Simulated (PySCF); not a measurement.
GeH (doublet)

```tsv
atom	x (Å)	y (Å)	z (Å)
Ge	0.0000	0.0000	-0.0217
H	0.0000	0.0000	1.5903
```

These are results of PBE0/cc-pVDZ(-PP), non-relativistic Hamiltonian with scalar-relativistic core potentials where named, at a bond length of 1.612 Å (PySCF 2.14.0), not measurements.

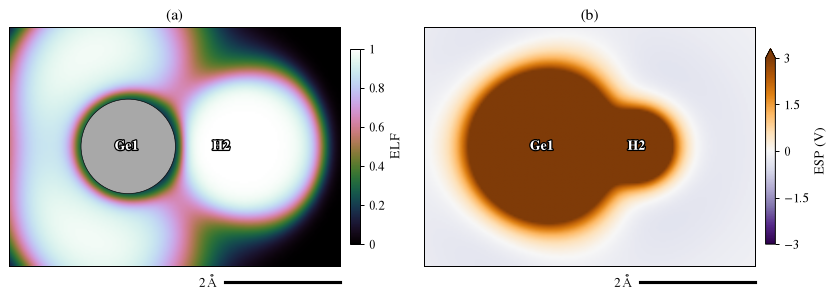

Figure 1. (a) electron localisation function; (b) electrostatic potential on a plane that holds the molecular axis. Grey discs cover the atomic cores in the ELF map.

Question: Interpret the plot.

Answer: The plane passes through Ge and H nuclei. Ge–H (1.61 Å): the ELF climbs to about 1 towards the hydrogen. Outside the dense part of the molecule the potential is most negative (−0.4 V) near H2.

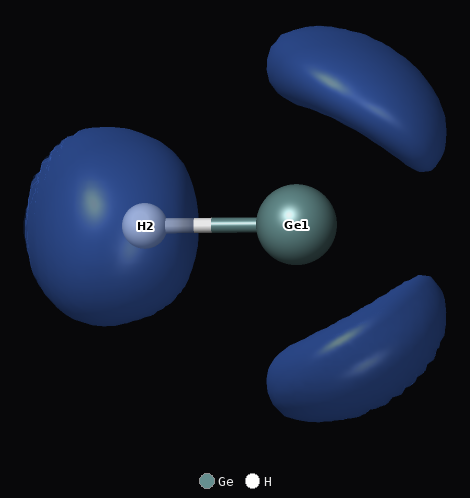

Figure 2. Isosurface of the electron localisation function at 0.9 (blue), seen from one side. Only the valence region is drawn (cores and ρ < 0.01 e/Å³ removed).

Question: Identify the bonds, lone pairs and shells in this picture.

Answer: The ELF exceeds this value in one region around a hydrogen nucleus and two lobes on Ge, pointing away from the bonds (non-bonding electrons).
